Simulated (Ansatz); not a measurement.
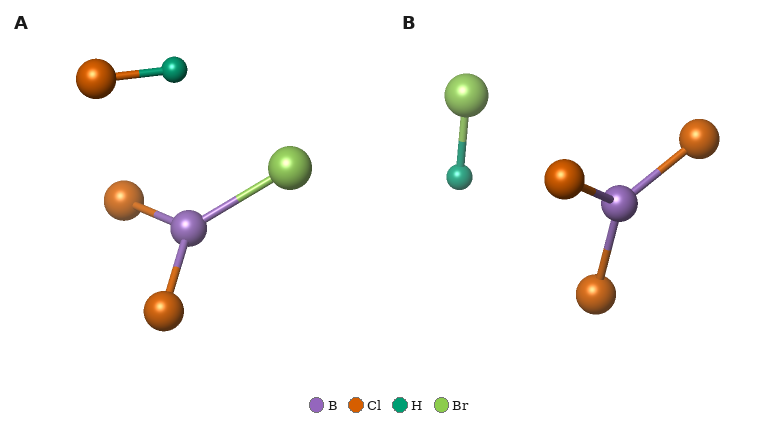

2 stationary structures of one formula. Geometries: PBE0-D4/def2-TZVP. Electronic energies: PBE-D4/def2-TZVPP (Ansatz 0.2.0), without zero-point energy.

### Which structure is the most stable?

B is lowest (Cs, a minimum); A lies 0.096 eV above it (Cs, a minimum).

Give E(B) − E(A) in eV at these levels too: r2SCAN-D4/def2-TZVPP; BLYP-D4/def2-TZVPP; B3LYP-D4/6-31G; RHF/STO-3G; RHF-CCSD(T) (frozen core)/def2-TZVPP; PBE0-D4/def2-TZVPP; B97M-V/def2-TZVPP; ωB97M-V/def2-SVP.

```
                               level  E(B) − E(A) (eV)
                r2SCAN-D4/def2-TZVPP            −0.113
                  BLYP-D4/def2-TZVPP            −0.113
                      B3LYP-D4/6-31G            −0.098
                          RHF/STO-3G            −0.134
RHF-CCSD(T) (frozen core)/def2-TZVPP            −0.093
                  PBE0-D4/def2-TZVPP            −0.103
                   B97M-V/def2-TZVPP            −0.139
                    ωB97M-V/def2-SVP            −0.177
```
